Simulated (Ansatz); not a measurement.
Consider C2H4FSi (SMILES [CH]=C[SiH2]F) (doublet).

Input

```
crystal:
  periodic: [false, false, false]
  atoms:
    - {symbol: C, position_ang: [0.186615, 1.665506, 0.255719]}
    - {symbol: C, position_ang: [-0.426475, 0.614484, -0.211452]}
    - {symbol: Si, position_ang: [0.295737, -1.078952, 0.026520]}
    - {symbol: F, position_ang: [-0.731294, -1.986624, 0.855698]}
    - {symbol: H, position_ang: [0.075556, 2.741359, 0.285229]}
    - {symbol: H, position_ang: [-1.363420, 0.724838, -0.771316]}
    - {symbol: H, position_ang: [0.492963, -1.751193, -1.281333]}
    - {symbol: H, position_ang: [1.562417, -0.986517, 0.785134]}
basis:
  gaussian: {orbitals: def2-TZVPP}
magnetization: {spin_polarized: true, initial_magnetization: 1}
hamiltonian: {xc: pbe0, dispersion: d4}
output: {orbitals: {seedname: orbitals}}
```

Launched as:

```sh
ansatz run in.yaml --threads 4 --pin off --events-out ev --progress --plain --max-ram 10444MiB
```

Geometry: PBE0-D4/def2-TZVP.

Method: Ansatz 0.2.0, UKS PBE0-D4/def2-TZVPP.

What can the converged electron density, electron localisation function and spin density tell about the bonding?

C–C (1.30 Å): ρ is about 2.5 e/Å³ halfway; the ELF peaks at about 0.90 between the atoms; a short, multiple covalent bond.
C–Si (1.86 Å): ρ at the midpoint is about 0.99 e/Å³; the ELF peaks at about 0.95 between the atoms (a shared electron pair).
C–H (1.08 Å): the density is about 2 e/Å³ at the midpoint; the ELF climbs to about 1 towards the hydrogen, as it does in any bond to H (an ordinary covalent bond to hydrogen).
Si–H (1.48 Å): ρ at the midpoint is about 0.83 e/Å³; the ELF climbs to about 1 towards the hydrogen.
The unpaired spin (1 electron) lies mostly on C1 (about 0.8) and H5 (about 0.1), in electrons by Hirshfeld's partition.

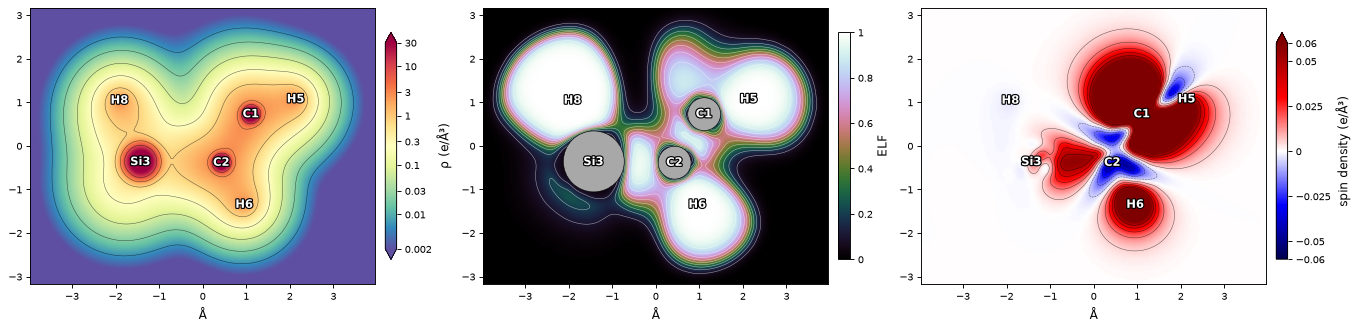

Computed electron density, electron localisation function and spin density on the plane of atoms C1, C2 and Si3, in this order. Grey discs cover the atomic cores in the ELF map. 
